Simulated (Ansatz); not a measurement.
# RbOsF3 (cubic perovskite) (Pm-3m): how robust is the cRPA U?

What does U in RbOsF3 (cubic perovskite) (Pm-3m) depend on besides the window?

Main program and level: Ansatz 0.2.0; constrained RPA on PBE, plane waves, PAW.

The structure was built from a prototype and need not be the compound's stable phase.

### Step 1. Starting point

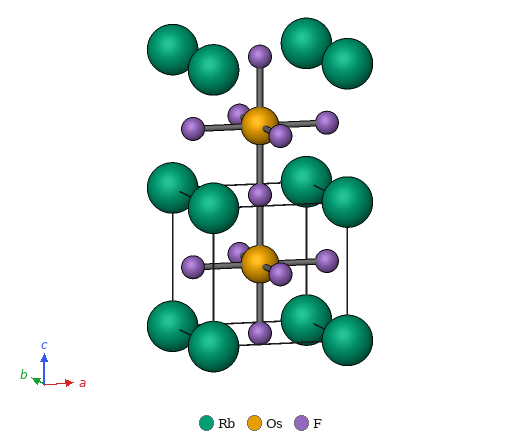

The cell as given, slightly off an axis (rubidium teal, osmium orange, fluorine purple). 1×1×2 cells are drawn. Some periodic images of atoms are drawn too.

Structure file:

```cif
data_structure
_symmetry_space_group_name_H-M 'Pm-3m'
_symmetry_Int_Tables_number 221
_cell_length_a 4.2992
_cell_length_b 4.2992
_cell_length_c 4.2992
_cell_angle_alpha 90.000
_cell_angle_beta 90.000
_cell_angle_gamma 90.000
_cell_volume 79.46
loop_
_atom_site_label
_atom_site_type_symbol
_atom_site_symmetry_multiplicity
_atom_site_Wyckoff_symbol
_atom_site_fract_x
_atom_site_fract_y
_atom_site_fract_z
_atom_site_occupancy
Rb1 Rb 1 a 0.00000 0.00000 0.00000 1
Os1 Os 1 b 0.50000 0.50000 0.50000 1
F1 F 3 c 0.00000 0.50000 0.50000 1
```

The structure was relaxed with PBE. The structure type comes from a generator and need not be one that this composition takes. The structure was generated from a model, not taken from a measurement. The runs that relaxed it are not among those shown. The program's search for lower electronic states was switched off, so nothing shows that the state found is the lowest. Spin-orbit coupling is left out unless a step names it. The default PAW set here is soft_2. Its files were made with PBE.

### Step 2. Base: Os d, bands v3 to c2, 4×4×4 mesh, medium accuracy

Constrained RPA screens the interaction with every transition except those inside the target bands, which a later many-body model would treat itself.

Contents of input.yaml:

```yaml
crystal:
  lattice:
    - [0.0, -4.29919594, 0.0]
    - [0.0, 0.0, 4.29919594]
    - [-4.29919594, 0.0, 0.0]
  atoms:
    - { symbol: Rb, position: [0.0, 0.0, 0.0] }
    - { symbol: Os, position: [0.5, 0.5, 0.5] }
    - { symbol: F, position: [0.5, 0.5, 0.0] }
    - { symbol: F, position: [0.5, 0.0, 0.5] }
    - { symbol: F, position: [0.0, 0.5, 0.5] }
kpoints:
  mp_grid: { grid: [6, 6, 6] }
hamiltonian:
  xc: pbe
scf:
  occupations: { method: gaussian, width: 0.08 }
  n_extra_bands: 19
  max_iter: 150
  lower_state_search: "off"
output:
  crpa:
    kmesh: [4, 4, 4]
    target_bands: [v3, c2]
    projections: [{ species: Os, l: d, shell: 5 }]
  local_orbitals:
    kmesh: [8, 8, 8]
    orbitals: [{ species: Os, l: d, shell: 5 }]
    window: { bands: [v3, c2] }
    seedname: lo
```

Launch:

```
> ansatz run input.yaml --threads 4 --pin off --max-ram 9216MiB --backend cpu --events-out ev --progress --plain --runs-dir out
```

Numbers of over 12 decimals in the logs are rounded to 6 here.

What it wrote:

```text
scf.n_extra_bands = 19 over 23 filled bands (N_el = 46.0): the run solves 42 bands
Engine: ansatz 0.2.0, aarch64-unknown-linux-gnu
Pseudopotentials: kind: paw
Pseudopotential: Rb, paw, valence charge 9, recommended cutoff 420 eV (normal), Rb.paw.azcp
Pseudopotential: Os, paw, valence charge 16, recommended cutoff 420 eV (normal), Os.paw.azcp
Pseudopotential: F, paw, valence charge 7, recommended cutoff 420 eV (normal), F.paw.azcp
Functional definition: PBE
  parameter kappa = 0.804
  parameter beta = 0.066725
  exchange = pbe_x(kappa = kappa, mu = beta*pi^2/3)
  correlation = pbe_c(beta = beta)
Crystal: 5 atoms, lattice volume = 79.462 Å³
Basis set: ecut = 420 eV, 1551 PW (Γ)
Bands: 42, of which v1, the nominal top of the filled ones, is band 23 counted from 1 (22 counted from 0)
Symmetry: 48 space group operations
Space group: Pm-3m (ITA 221), of the structure as read, at distance tolerance 4.3e-5 Å
k-points: 20 of 216
Non-local potential: Rb, projectors of the file, l = 0: 3, l = 1: 2, l = 2: 2
Non-local potential: Os, projectors of the file, l = 0: 3, l = 1: 2, l = 2: 2, l = 3: 1
Non-local potential: F, projectors of the file, l = 0: 2, l = 1: 2, l = 2: 1
PAW form: soft (Blöchl's): semilocal exchange-correlation on the pseudo side does not see the compensation charge
PAW one-centre angular grid: Rb, 110 points (default); XC on 64 Gauss nodes
PAW one-centre angular grid: Os, 590 points (default); XC on 64 Gauss nodes
PAW one-centre angular grid: F, 110 points (default); XC on 64 Gauss nodes
Initial density: superposition of atomic densities (neutral atoms: chi_scale 0, normalization atom), corrected by the library's trained network
Initial wavefunctions: pseudopotential atomic-orbital guess
Functional: x = pbe(κ = 0.804, μ = 0.219515), c = pbe(β = 0.066725)
SCF iter   1: F=—  HF=-17074.808202 eV  |F-HF|=—  |Δ(HF+E_count)|=         —  Δρ=8.84e-3  dr2=1.77e-2  ethr=1.77e-3  ⟨swp⟩=6.0  Hψ=3847  notcnv=0  defer=136
preconditioner: auto → LDOS  [insulator: Δε(μ)=0.085 eV  Ē_g=19.460 eV  σ=0.080 eV  W_gap=0.55  n_scr=18 (ndim 8)  ℏωp=25.0 eV  f_vac=0.062  D(μ)=2.13/eV (n_scr^D=18)  ε∞_Penn≈2.6  β→1.0]
SCF iter   2: F=—  HF=-17074.810330 eV  |F-HF|=—  |Δ(HF+E_count)|=   2.13e-3  Δρ=2.33e-3  dr2=3.34e-3  ethr=3.85e-5  ⟨swp⟩=2.5  Hψ=1357  notcnv=0  defer=193
SCF iter   3: F=—  HF=-17074.809476 eV  |F-HF|=—  |Δ(HF+E_count)|=   8.54e-4  Δρ=1.58e-3  dr2=1.12e-3  ethr=7.27e-6  ⟨swp⟩=2.2  Hψ=1064  notcnv=0  defer=193
SCF iter   4: F=—  HF=-17074.809216 eV  |F-HF|=—  |Δ(HF+E_count)|=   2.60e-4  Δρ=6.12e-4  dr2=1.64e-4  ethr=2.42e-6  ⟨swp⟩=2.2  Hψ=808  notcnv=0  defer=193
SCF iter   5: F=—  HF=-17074.809175 eV  |F-HF|=—  |Δ(HF+E_count)|=   4.07e-5  Δρ=1.59e-4  dr2=1.14e-5  ethr=3.57e-7  ⟨swp⟩=2.0  Hψ=798  notcnv=0  defer=193
SCF iter   6: F=—  HF=-17074.809172 eV  |F-HF|=—  |Δ(HF+E_count)|=   2.81e-6  Δρ=1.70e-5  dr2=1.43e-7  ethr=2.49e-8  ⟨swp⟩=2.0  Hψ=816  notcnv=0  defer=193
SCF iter   7: F=-17074.809172 eV  HF=-17074.809172 eV  |F-HF|=1.02e-10  |Δ(HF+E_count)|=   2.69e-8  Δρ=1.29e-6  dr2=5.54e-10  ethr=2.17e-10  ⟨swp⟩=10.3  Hψ=3706  notcnv=0
SCF 1 converged in 7 iterations: F = -17074.809172 eV  dr2 = 5.54e-10
[...]
NSCF: frozen V_eff on 38 k-points
NSCF: frozen V_eff on 10 k-points
[...]
cRPA screening: q 1/64
cRPA screening: q 2/64
cRPA screening: q 8/64 (q-point 3)
cRPA screening: q 11/64 (q-point 6)
cRPA screening: q 23/64 (q-point 7)
cRPA screening: q 35/64 (q-point 11)
cRPA screening: q 38/64 (q-point 22)
cRPA screening: q 46/64 (q-point 23)
cRPA screening: q 58/64 (q-point 27)
cRPA screening: q 64/64 (q-point 43)
SCF converged after 7 iterations
Free energy (F): -17074.809172 eV
Harris-Foulkes:  -17074.809172 eV  (|F-HF|=1.02e-10)
Internal energy: -17074.802391 eV  (E = F + TS)
E sigma→0 (E₀):  -17074.805782 eV
Entropy (-TS):   -0.006781 eV (-1.356 meV/atom)
Fermi energy:    9.560136 eV
--- Per-component energies (eV) ---
  E_band       = -409.972777
  E_kinetic    = 1381.989710
  E_local      = -4049.348971  (includes V_loc(G=0)·N_el)
  E_nonlocal   = 391.044604
  E_hartree    = 1518.467636
  E_xc         = -635.107547
  E_vxc        = -725.345068  (∫ρ·V_xc dr)
  E_paw        = -12231.772706  (= ΣΔE_a)
  E_vpaw       = -445.253326  (= ΣTr[D̂ρ^β])
  E_aug_tail   = 0.005955  (compensation charges beyond the density's cutoff)
  E_ewald      = -3450.081074
  E_smearing   = -0.006781  (= −TS)
  E_closure    = -0.000000  (closes the sum)
  Σ components = -17074.809172   (vs F -17074.809172, Δ=0.00e0)
--- Band table (eV; the first three rows and the last of 20) ---
  k-point 0: bands = [... 19 lower, 3.5782, 8.0239, 8.0239, 8.0239, 9.4590, 9.4590, 9.9226, 14.1365, ... 15 higher]
  k-point 1: bands = [... 19 lower, 3.5199, 8.0395, 8.2650, 8.2650, 9.4700, 9.8000, 10.5553, 14.3121, ... 15 higher]
  k-point 2: bands = [... 19 lower, 3.4384, 8.0713, 8.7372, 8.7372, 9.4903, 10.1648, 12.1333, 14.5223, ... 15 higher]
  k-point 19: bands = [... 19 lower, 3.9073, 9.6302, 9.6302, 9.6302, 12.6507, 12.6507, 14.0179, 14.0179, ... 15 higher]
--- cRPA (band scheme, projected local orbitals): target bands 21..25 (1-based), 5 Wannier function(s), 4×4×4 mesh, 50 bands' worth read of 55 solved, ecut_chi 136.0 eV, v(q+G=0) probe_charge, pair densities all_electron ---
  bands read: the sum over 50 bands ends inside a degenerate multiplet in 1 slot, whose members it reads at an even weight; the widest, k=42: bands 49 to 51 (counted from 1) at 2/3 each
  χ-basis size per q: N_G = 257..300
  window electrons = 6.0000, filled by tetrahedron_uncorrected; constrained ε̄⁻¹(q = 0, 0) head = 0.351031; min gauge Gram eig = 0.5790
  Kanamori averages over each shell's own Wannier functions (sites counted from 0, functions from 1):
    Site 1, 5D, 5 of 5 d orbitals (Wannier functions 1, 2, 3, 4, 5; wannier90's mr 1, 2, 3, 4, 5):
      screened: U = 4.8388 eV, U' = 4.0998 eV, J = 0.3406 eV
      screened d-shell averages: U_bar = F0 = 4.2476 eV, J_bar = 0.4883 eV
      screened, to within: U = 8.5e-3 eV, U' = 8.5e-3 eV, J = 6.4e-4 eV
      screened d-shell averages, to within: U_bar = 7.3e-3 eV, J_bar = 9.6e-4 eV
      bare: V = 12.8301 eV, V' = 11.8359 eV, J = 0.4715 eV
      bare d-shell averages: V_bar = F0 = 12.0347 eV, J_bar = 0.6703 eV
  Hermiticity witness max|P − P†| over intra, direct and exchange elements: 8.88e-15 eV (screened), 4.36e-19 eV (bare)
  Reality witness max|Im| over intra, direct and exchange elements: 1.06e-18 eV (screened), 1.64e-18 eV (bare)
```

Elapsed: 66 s, on 4 threads of Arm Neoverse V2, shared host; peak memory 0.64 GiB; 4.2 min of CPU time.

The column dr2 measures how far the density is from self-consistency, as an energy; F and HF (Harris–Foulkes) agree once it is small.

Numbers from this step:

| Quantity | Value |
| --- | --- |
| U | 4.839 eV |
| U prime (inter-orbital) | 4.100 eV |
| J | 0.3406 eV |
| bare V | 12.83 eV |
| bare J | 0.4715 eV |
| stated bound on U | 0.008480 eV |
| U over bare V | 0.3771 |
| electrons in the window | 6.000 |
| head of the constrained inverse dielectric matrix | 0.3510 |
| least eigenvalue of the projection's overlap | 0.5790 |
| target functions | 5 |
| bands in the sums | 50 |
| r.m.s. miss of the model bands | 0.001304 eV |
| width of the target bands | 4.628 eV |
| weight of the projected orbitals in the window | 0.8434 |

On the Os d shell, screening brings the on-site interaction from 12.8 eV down to U = 4.84 eV.

### Step 3. Changed: 2×2×2 mesh

input.yaml: that of step 2 with these lines changed.

```diff
@@ -22,9 +22,4 @@
   crpa:
-    kmesh: [4, 4, 4]
+    kmesh: [2, 2, 2]
     target_bands: [v3, c2]
     projections: [{ species: Os, l: d, shell: 5 }]
-  local_orbitals:
-    kmesh: [8, 8, 8]
-    orbitals: [{ species: Os, l: d, shell: 5 }]
-    window: { bands: [v3, c2] }
-    seedname: lo
```

What it wrote:

```text
[...]
Crystal: 5 atoms, lattice volume = 79.462 Å³
Basis set: ecut = 420 eV, 1551 PW (Γ)
Bands: 42, of which v1, the nominal top of the filled ones, is band 23 counted from 1 (22 counted from 0)
Symmetry: 48 space group operations
[...]
k-points: 20 of 216
[...]
SCF iter   1: F=—  HF=-17074.808202 eV  |F-HF|=—  |Δ(HF+E_count)|=         —  Δρ=8.84e-3  dr2=1.77e-2  ethr=1.77e-3  ⟨swp⟩=6.0  Hψ=3847  notcnv=0  defer=136
[...]
SCF iter   7: F=-17074.809172 eV  HF=-17074.809172 eV  |F-HF|=1.02e-10  |Δ(HF+E_count)|=   2.69e-8  Δρ=1.29e-6  dr2=5.54e-10  ethr=2.17e-10  ⟨swp⟩=10.3  Hψ=3706  notcnv=0
SCF 1 converged in 7 iterations: F = -17074.809172 eV  dr2 = 5.54e-10
[...]
NSCF: frozen V_eff on 4 k-points
[...]
cRPA screening: q 1/8
cRPA screening: q 2/8
cRPA screening: q 5/8 (q-point 4)
cRPA screening: q 8/8
SCF converged after 7 iterations
Free energy (F): -17074.809172 eV
[...]
Internal energy: -17074.802391 eV  (E = F + TS)
E sigma→0 (E₀):  -17074.805782 eV
Entropy (-TS):   -0.006781 eV (-1.356 meV/atom)
Fermi energy:    9.560136 eV
[...]
--- Band table (eV; the first three rows and the last of 20) ---
  k-point 0: bands = [... 19 lower, 3.5782, 8.0239, 8.0239, 8.0239, 9.4590, 9.4590, 9.9226, 14.1365, ... 15 higher]
  k-point 1: bands = [... 19 lower, 3.5199, 8.0395, 8.2650, 8.2650, 9.4700, 9.8000, 10.5553, 14.3121, ... 15 higher]
  k-point 2: bands = [... 19 lower, 3.4384, 8.0713, 8.7372, 8.7372, 9.4903, 10.1648, 12.1333, 14.5223, ... 15 higher]
  k-point 19: bands = [... 19 lower, 3.9073, 9.6302, 9.6302, 9.6302, 12.6507, 12.6507, 14.0179, 14.0179, ... 15 higher]
[...]
χ-basis size per q: N_G = 257..300
[...]
screened: U = 5.0481 eV, U' = 4.2950 eV, J = 0.3478 eV
      screened d-shell averages: U_bar = F0 = 4.4456 eV, J_bar = 0.4984 eV
      screened, to within: U = 8.0e-3 eV, U' = 8.0e-3 eV, J = 6.5e-4 eV
      screened d-shell averages, to within: U_bar = 6.8e-3 eV, J_bar = 9.5e-4 eV
      bare: V = 13.1864 eV, V' = 12.1773 eV, J = 0.4813 eV
      bare d-shell averages: V_bar = F0 = 12.3792 eV, J_bar = 0.6831 eV
[...]
```

Elapsed: 8.3 s, on 4 threads; peak memory 0.54 GiB; 29 s of CPU time.

This step gave:

- U: 5.048 eV
- U prime (inter-orbital): 4.295 eV
- J: 0.3478 eV
- bare V: 13.19 eV
- bare J: 0.4813 eV
- stated bound on U: 0.007998 eV
- U over bare V: 0.3828
- electrons in the window: 6.000
- head of the constrained inverse dielectric matrix: 0.3225
- least eigenvalue of the projection's overlap: 0.5790
- target functions: 5
- bands in the sums: 50
- width of the target bands: 4.628 eV
- weight of the projected orbitals in the window: 0.8434

On the Os d shell, screening brings the on-site interaction from 13.2 eV down to U = 5.05 eV.

### Step 4. Changed: 6×6×6 mesh

input.yaml: that of step 3 with these lines changed.

```diff
@@ -22,3 +22,3 @@
   crpa:
-    kmesh: [2, 2, 2]
+    kmesh: [6, 6, 6]
     target_bands: [v3, c2]
```

What it wrote:

```text
[...]
Crystal: 5 atoms, lattice volume = 79.462 Å³
Basis set: ecut = 420 eV, 1551 PW (Γ)
Bands: 42, of which v1, the nominal top of the filled ones, is band 23 counted from 1 (22 counted from 0)
Symmetry: 48 space group operations
[...]
k-points: 20 of 216
[...]
χ-basis size per q: N_G = 257..300
[...]
screened: U = 4.7886 eV, U' = 4.0508 eV, J = 0.3397 eV
      screened d-shell averages: U_bar = F0 = 4.1984 eV, J_bar = 0.4873 eV
      screened, to within: U = 8.4e-3 eV, U' = 8.4e-3 eV, J = 6.4e-4 eV
      screened d-shell averages, to within: U_bar = 7.2e-3 eV, J_bar = 9.5e-4 eV
      bare: V = 12.7906 eV, V' = 11.7973 eV, J = 0.4706 eV
      bare d-shell averages: V_bar = F0 = 11.9960 eV, J_bar = 0.6692 eV
[...]
[key lines of the parts left out:]
SCF converged after 7 iterations
Free energy (F): -17074.809172 eV
Fermi energy:    9.560136 eV
```

Elapsed: 6.5 min, on 4 threads; peak memory 0.9 GiB; 25 min of CPU time.

This step gave:

```yaml
u: 4.789 eV
u_prime_inter_orbital: 4.051 eV
j: 0.3397 eV
bare_v: 12.79 eV
bare_j: 0.4706 eV
stated_bound_on_u: 0.008342 eV
u_over_bare_v: 0.3744
electrons_in_the_window: 6.000
head_of_the_constrained_inverse_dielectric_matrix: 0.3506
least_eigenvalue_of_the_projection_s_overlap: 0.5788
target_functions: 5
bands_in_the_sums: 50
width_of_the_target_bands: 4.628 eV
weight_of_the_projected_orbitals_in_the_window: 0.8434
```

On the Os d shell, screening brings the on-site interaction from 12.8 eV down to U = 4.79 eV.

### Step 5. Changed: accuracy low

input.yaml: that of step 4 with these lines changed.

```diff
@@ -22,4 +22,5 @@
   crpa:
-    kmesh: [6, 6, 6]
+    kmesh: [4, 4, 4]
     target_bands: [v3, c2]
     projections: [{ species: Os, l: d, shell: 5 }]
+    accuracy: low
```

What it wrote:

```text
[...]
Crystal: 5 atoms, lattice volume = 79.462 Å³
Basis set: ecut = 420 eV, 1551 PW (Γ)
Bands: 42, of which v1, the nominal top of the filled ones, is band 23 counted from 1 (22 counted from 0)
Symmetry: 48 space group operations
[...]
k-points: 20 of 216
[...]
χ-basis size per q: N_G = 257..300
[...]
screened: U = 4.8148 eV, U' = 4.0783 eV, J = 0.3393 eV
      screened d-shell averages: U_bar = F0 = 4.2256 eV, J_bar = 0.4866 eV
      screened, to within: U = 9.0e-2 eV, U' = 9.0e-2 eV, J = 6.5e-3 eV
      screened d-shell averages, to within: U_bar = 7.8e-2 eV, J_bar = 9.5e-3 eV
      bare: V = 12.8301 eV, V' = 11.8359 eV, J = 0.4715 eV
      bare d-shell averages: V_bar = F0 = 12.0347 eV, J_bar = 0.6703 eV
[...]
[key lines of the parts left out:]
SCF converged after 7 iterations
Free energy (F): -17074.809172 eV
Fermi energy:    9.560136 eV
```

It took 29 s on 4 threads; peak memory 0.59 GiB; 1.8 min of CPU time.

Numbers from this step:

```
U                                                 : 4.815 eV
U prime (inter-orbital)                           : 4.078 eV
J                                                 : 0.3393 eV
bare V                                            : 12.83 eV
bare J                                            : 0.4715 eV
stated bound on U                                 : 0.08923 eV
U over bare V                                     : 0.3753
electrons in the window                           : 6.000
head of the constrained inverse dielectric matrix : 0.3507
least eigenvalue of the projection's overlap      : 0.5790
target functions                                  : 5
bands in the sums                                 : 50
width of the target bands                         : 4.628 eV
weight of the projected orbitals in the window    : 0.8434
```

On the Os d shell, screening brings the on-site interaction from 12.8 eV down to U = 4.81 eV.

[end of part 1 of 2]

[Paths, hosts, dates, memory and timing lines, banners, echoed tables and standing remarks are left out of the program output.]

[Logs are printed without paths, hosts, clocks, repeated set-up lines and the standing remarks that a program may print on its own settings, such as how far it seeks lower states.]

[Runs of the session that timed out or met a known fault of the program may be left out.]

[Hosts, paths, dates, database ids (printed as entryN), source tags and the programs' standing remarks are cut or masked in the printed files.]
